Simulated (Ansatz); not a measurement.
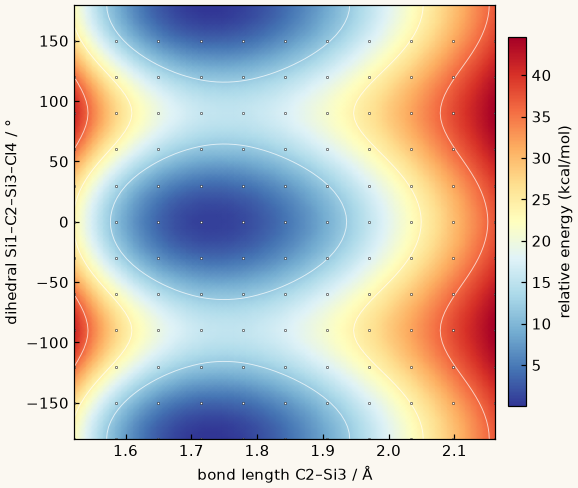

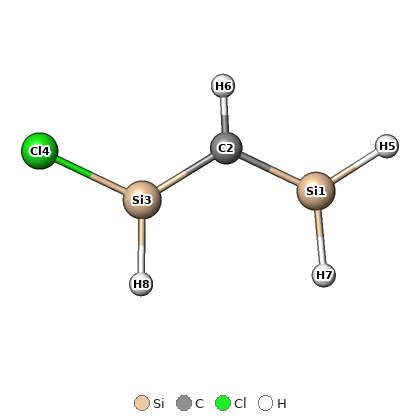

Energy landscape of CH4ClSi2, charge +1. 
- First axis: bond length C2–Si3. Second axis: dihedral Si1–C2–Si3–Cl4.
- Nothing is relaxed (all other coordinates rigid).
- Grid: 11 × 12 points; 77 points were computed and 55 follow by symmetry.
- All energies are given in kcal/mol relative to the relaxed molecule at the same level.
- Theory: RHF/def2-TZVP in Ansatz.

The picture shows a smooth colour map with a few white contour lines, dots at the grid points. Between grid points the surface is interpolated. The second picture is the structure at the lowest point.

Question: Summarise what can be read from the map.

Answer: The lowest grid point is at bond length C2–Si3 = 1.714 Å, dihedral Si1–C2–Si3–Cl4 = −180°, 0.10 kcal/mol from the relaxed molecule at the same level. There is a further well near bond length C2–Si3 = 1.714 Å, dihedral Si1–C2–Si3–Cl4 = 0° (0.7 kcal/mol above the lowest at that grid point). The highest grid point, bond length C2–Si3 = 2.162 Å, dihedral Si1–C2–Si3–Cl4 = −90°, lies 44.5 kcal/mol above the lowest. On the interpolated surface the easiest way out of the lowest well to the well at about bond length C2–Si3 = 1.73 Å, dihedral Si1–C2–Si3–Cl4 = 0° passes a barrier of about 15 kcal/mol. Round the minimum the two coordinates are nearly uncoupled.

Grid values (kcal/mol):

```tsv
dihedral Si1–C2–Si3–Cl4 ↓, bond length C2–Si3 →	1.522	1.586	1.650	1.714	1.778	1.842	1.906	1.970	2.034	2.098	2.162
150	26.6	13.6	6.4	3.6	4.1	6.9	11.5	17.4	24.1	31.3	38.8
120	35.9	22.5	14.8	11.4	11.3	13.6	17.6	22.9	29.0	35.6	42.6
90	41.2	27.5	19.5	15.8	15.4	17.3	21.0	25.9	31.7	38.0	44.6
60	35.9	22.4	14.8	11.4	11.3	13.6	17.6	22.9	29.0	35.6	42.6
30	27.1	14.1	6.8	4.0	4.4	7.2	11.8	17.6	24.3	31.5	39.0
0	23.5	10.6	3.5	0.8	1.4	4.5	9.3	15.3	22.2	29.6	37.3
−30	27.1	14.1	6.8	4.0	4.4	7.2	11.8	17.6	24.3	31.5	39.0
−60	35.9	22.4	14.8	11.4	11.3	13.6	17.6	22.9	29.0	35.6	42.6
−90	41.2	27.5	19.5	15.8	15.4	17.3	21.0	25.9	31.7	38.0	44.6
−120	35.9	22.5	14.8	11.4	11.3	13.6	17.6	22.9	29.0	35.6	42.6
−150	26.6	13.6	6.4	3.6	4.1	6.9	11.5	17.4	24.1	31.3	38.8
−180	22.4	9.6	2.7	0.1	0.8	3.9	8.8	14.9	21.9	29.3	37.1
```

Each point was launched as `ansatz run input.yaml --threads 1 --pin off --max-ram 2560MiB --backend cpu --events-out ev --progress --plain --runs-dir out`. The whole map (77 points run) took 7 min on 1 thread of Arm Neoverse V2 (shared host).
